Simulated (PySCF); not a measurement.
## Electronic structure of C₅H₁₂Ge in real space

The calculation's input:

```
{"job": {"kind": "uv", "xc": "PBE0", "basis": "def2-SVPD", "nstates": 8, "ntriplets": 3}, "charge": 0, "multiplicity": 1}
C     -0.741740    -1.494223     1.327119
C     -0.733612    -0.341043     0.675124
Ge    -2.101102     0.058520    -0.669531
C      0.304962     0.710887     0.920572
C      1.103388     1.018857    -0.346964
C      1.885615    -0.193737    -0.831424
H     -1.498990    -2.241255     1.145078
H      0.003666    -1.744074     2.068421
H     -3.308520    -0.799765    -0.471335
H     -1.627006    -0.174186    -2.071399
H     -2.521646     1.493698    -0.590859
H      0.983009     0.394242     1.717560
H     -0.198797     1.627225     1.246730
H      1.791154     1.843921    -0.147080
H      0.410342     1.343470    -1.131246
H      2.457102     0.049458    -1.724258
H      2.575887    -0.533044    -0.061464
H      1.207530    -1.012634    -1.066700
```

Command:

```sh
OMP_NUM_THREADS=1 python probes_run.py task.json out
```

Geometry: GFN2-xTB.

Level of theory: PBE0/def2-SVPD, SCF density, gas phase (PySCF).

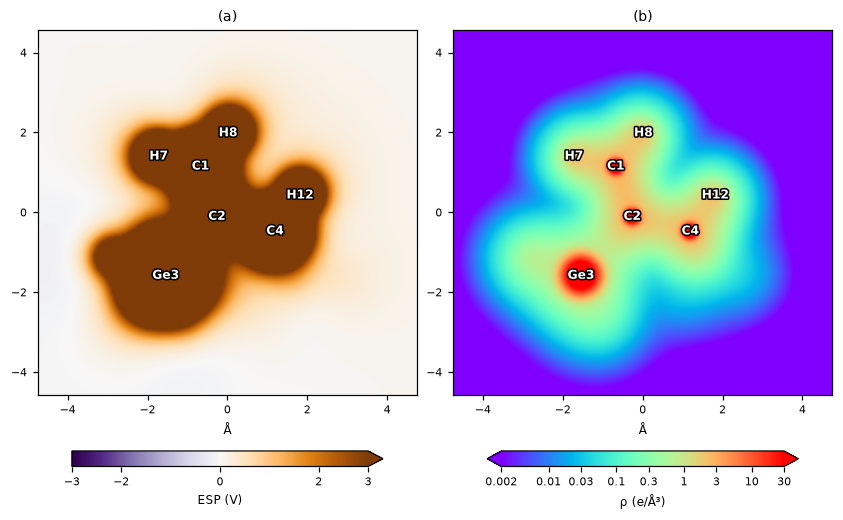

Figure 1. (a) electrostatic potential; (b) total electron density on the plane of atoms C1, C2 and Ge3.

Question: Read the bonding off the picture.

Answer: The plane passes through C, Ge and H nuclei. C–C (1.32 Å): the density is about 2.3 e/Å³ at the midpoint. C–Ge (1.96 Å): the density is about 0.88 e/Å³ at the midpoint. C–H (1.08 Å): the density is about 2 e/Å³ at the midpoint. C–C (1.50 Å): ρ is about 1.7 e/Å³ halfway. The potential has no marked negative region in this plane.

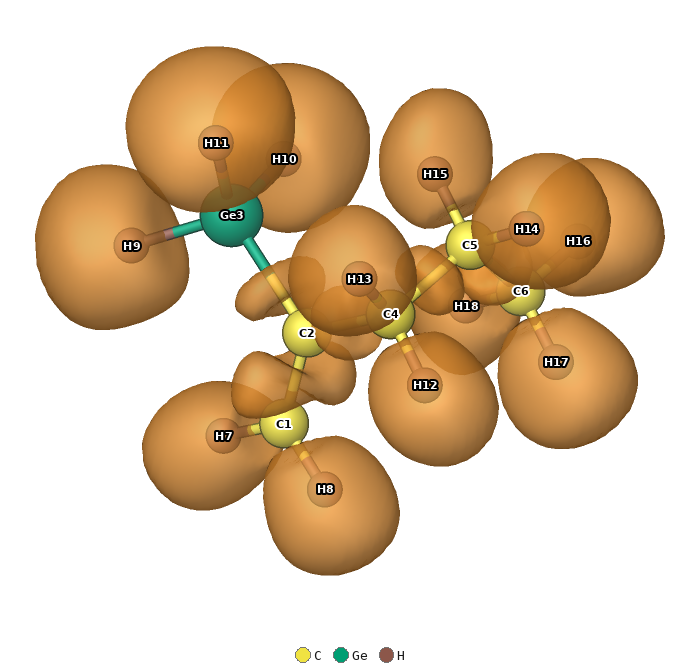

Figure 2. Isosurface of the ELF at 0.75 (orange), seen across its widest extent. Only the valence region is drawn (cores and ρ < 0.01 e/Å³ removed).

Question: Identify the bonds, lone pairs and shells in this picture.

Answer: The ELF exceeds this value in four regions between bonded C–C atoms (shared pairs), twelve regions around hydrogen nuclei and one lobe of the valence shell of C pointing towards Ge (polar bonds). Along the contacts the grid gives the following. C–C (1.32 Å): the ELF peaks at about 0.95 between the atoms: a multiple bond. C–Ge (1.96 Å): the ELF peaks at about 0.95 in the valence shell of C, 0.7 Å from its nucleus, and is about 0.70 at the midpoint.

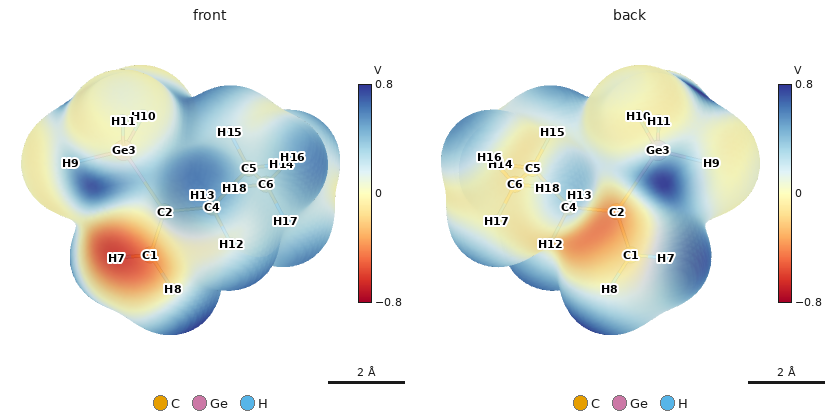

Figure 3. The electrostatic potential painted on the density surface at 0.002 e/bohr³, seen from the front and from behind; the colour scale runs from red (negative) to blue (positive).

Question: Which sites attract a positive test charge, and which a negative one?

Answer: A positive charge is drawn to the negative regions and a negative charge to the positive ones. The most negative region (about −0.6 V) lies over the π face of C1 and C2, the most positive (about +0.8 V) over Ge3 and H8.
